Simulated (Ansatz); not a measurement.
```xyz
7

W    -0.2086   -0.0219    0.5273
F     0.7858    0.0115    2.1087
H     1.4306    0.0152    0.0663
H     0.2732    1.4067   -0.2028
Cl   -2.3837    0.0309   -0.2129
H     0.2978   -1.4377   -0.2180
H     0.0745   -0.0047   -1.1292
```

Core potentials replace the inner electrons of W; not at a stationary point (largest force 1.0 eV/Å).

Theory: RKS PBE/def2-SVP (Ansatz 0.2.0).

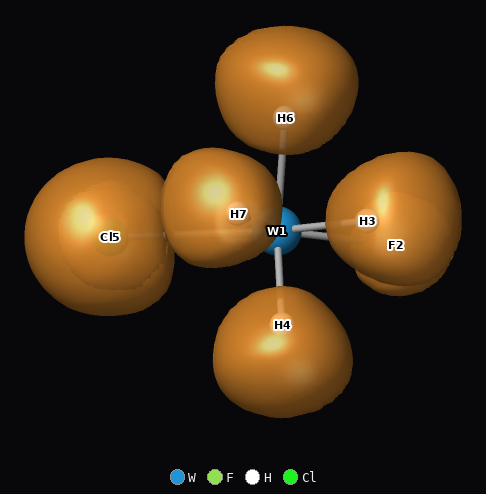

ClFH4W. Isosurface of the ELF at 0.8 (orange), seen from one side. Only the valence region is drawn (cores and ρ < 0.01 e/Å³ removed).

> Identify the bonds, lone pairs and shells in this picture.

At this value the surface marks out four regions around hydrogen nuclei, one region wrapped around Cl (its valence shell) and one region wrapped around F (its valence shell). Along the contacts the grid gives the following. W–F (1.87 Å): the ELF peaks at about 0.85 in the valence shell of F, 0.5 Å from its nucleus, and drops to about 0.20 between the two atoms. W–Cl (2.30 Å): the ELF peaks at about 0.85 in the valence shell of Cl, 0.8 Å from its nucleus, and is about 0.30 at the midpoint.
